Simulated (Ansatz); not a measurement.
F₄OW (SMILES [O]=[W]([F])([F])([F])[F])

The calculation's input:

```
crystal:
  periodic: [false, false, false]
  atoms:
    - {symbol: O, position_ang: [-1.647035, -0.363582, -0.280605]}
    - {symbol: W, position_ang: [-0.034216, -0.019478, -0.014500]}
    - {symbol: F, position_ang: [-0.012156, 1.089313, 1.463324]}
    - {symbol: F, position_ang: [0.299515, 1.503985, -1.005544]}
    - {symbol: F, position_ang: [0.880422, -0.928404, -1.337763]}
    - {symbol: F, position_ang: [0.555368, -1.345935, 1.128887]}
basis:
  gaussian: {orbitals: def2-TZVPP}
hamiltonian: {xc: pbe0, dispersion: d4}
output: {orbitals: {seedname: orbitals}}
```

Launched as:

```sh
ansatz run in.yaml --threads 2 --pin off --events-out ev --progress --plain --max-ram 32768MiB --backend cpu
```

Geometry: PBE0-D4/def2-TZVP; core potentials replace the inner electrons of W.

These are results of Ansatz 0.2.0, RKS PBE0-D4/def2-TZVPP, not measurements.

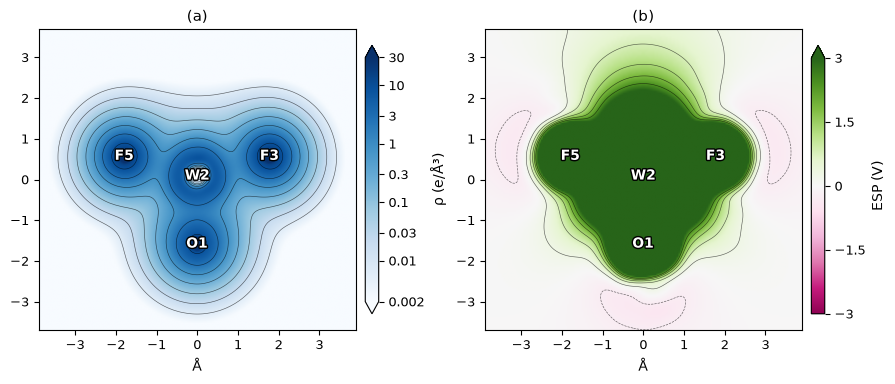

Figure 1. (a) electron density; (b) molecular electrostatic potential on the plane of atoms O1, W2 and F3.

Describe what can be read from this map.

The plane passes through O, W and F nuclei. W–O (1.67 Å): ρ at the midpoint is about 2 e/Å³. W–F (1.85 Å): ρ is about 1.2 e/Å³ halfway. Outside the dense part of the molecule the potential is most negative (−0.4 V) near O1.

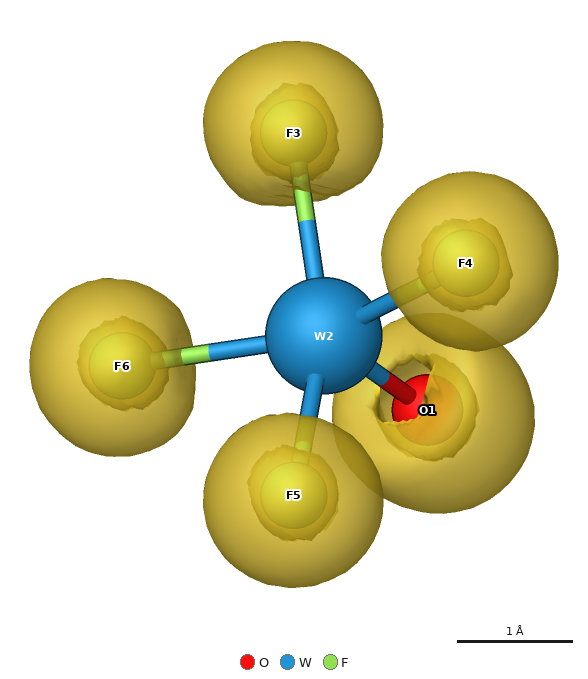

Figure 2. Isosurface of the electron localisation function at 0.75 (yellow), seen at a tilt. Core shells and regions of very low density are left out.

Describe the localisation domains.

At this value the surface marks out four regions wrapped around F (the valence shell of each) and one region wrapped around O (its valence shell).


W–O (1.67 Å): the ELF peaks at about 0.80 in the valence shell of O, 0.5 Å from its nucleus, and drops to about 0.40 between the two atoms. W–F (1.85 Å): the ELF peaks at about 0.80 in the valence shell of F, 0.5 Å from its nucleus, and drops to about 0.25 between the two atoms.

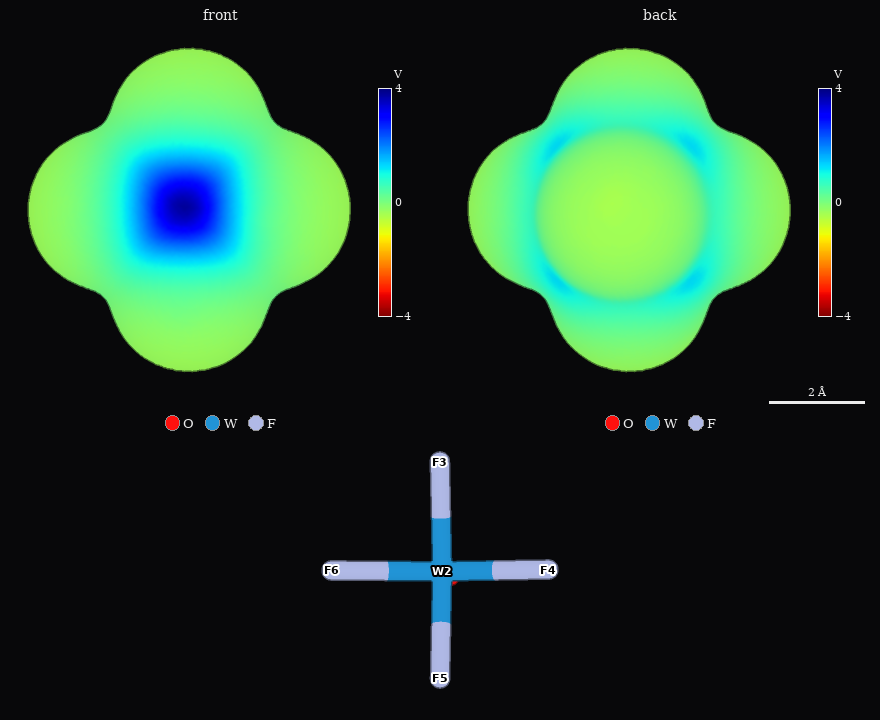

Figure 3. The electrostatic potential painted on the density surface at 0.001 e/bohr³, seen from the front and from behind; red is negative and blue positive. The bare structure is drawn below in the same view.

Describe the electrostatic potential map.

The most negative region (about −0.4 V) lies over O1, the most positive (about +3.5 V) over W2.
